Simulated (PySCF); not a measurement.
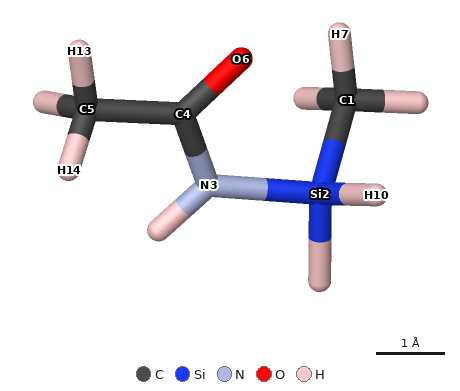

Starting structure of C3H9NOSi. Style: stick. Shown at a tilt.

The start comes from GFN2-xTB. Its atoms were then displaced at random by about 0.01 Å.

Level of theory: PBE0-D3(BJ)/def2-SVP geometry optimisation, gas phase (PySCF).

```xyz
15

C    -2.2597    0.3902    0.7447
Si   -1.3349   -0.4828   -0.6336
N     0.3258   -0.7217   -0.1517
C     1.1534    0.3822   -0.0182
C     2.5508    0.1347    0.3906
O     0.6466    1.4842   -0.2265
H    -1.8376    1.3913    0.9289
H    -3.3054    0.5638    0.4614
H    -2.2588   -0.1393    1.6914
H    -1.3339    0.2283   -1.8964
H    -1.7894   -1.8715   -0.7759
H     0.7731   -1.6191    0.0212
H     3.0628    1.0950    0.4159
H     3.0219   -0.5320   -0.2931
H     2.5701   -0.3208    1.3917
```

Q: Where does the relaxation end?

A: The energy falls by 0.167 eV in 6 geometry steps. The largest move after the best rigid fit is that of O6, 0.14 Å. Largest moves by element: O 0.14 Å, H 0.10 Å, C 0.07 Å, Si 0.04 Å, N 0.04 Å. Some distances before and after: Si2–H10 1.449 → 1.491 Å, C5–H14 1.065 → 1.101 Å, C4–C5 1.477 → 1.510 Å, Si2–N3 1.746 → 1.778 Å. Among the angles between lasting bonds that change: N3–C4–O6 116.8° → 120.4°, H10–Si2–H11 112.3° → 108.8°, H7–C1–H8 105.3° → 108.8°. Cost: 85 s on 1 thread of Arm Neoverse N1, with other jobs on the host.

The structure at the end:

```xyz
15

C    -2.3110    0.4215    0.7196
Si   -1.3452   -0.4909   -0.5909
N     0.3601   -0.7155   -0.1409
C     1.1486    0.3879    0.0360
C     2.5943    0.1385    0.3933
O     0.6817    1.5055   -0.0879
H    -1.8760    1.4223    0.8545
H    -3.3639    0.5305    0.4157
H    -2.2796   -0.1124    1.6813
H    -1.4321    0.1972   -1.9105
H    -1.8368   -1.8957   -0.7471
H     0.7816   -1.6304   -0.0338
H     3.1256    1.0963    0.4213
H     3.0722   -0.5280   -0.3408
H     2.6652   -0.3441    1.3805
```

The end point in the same view:

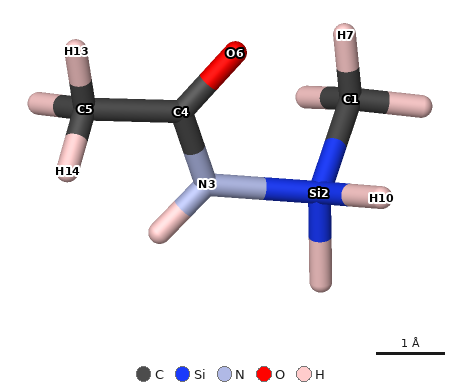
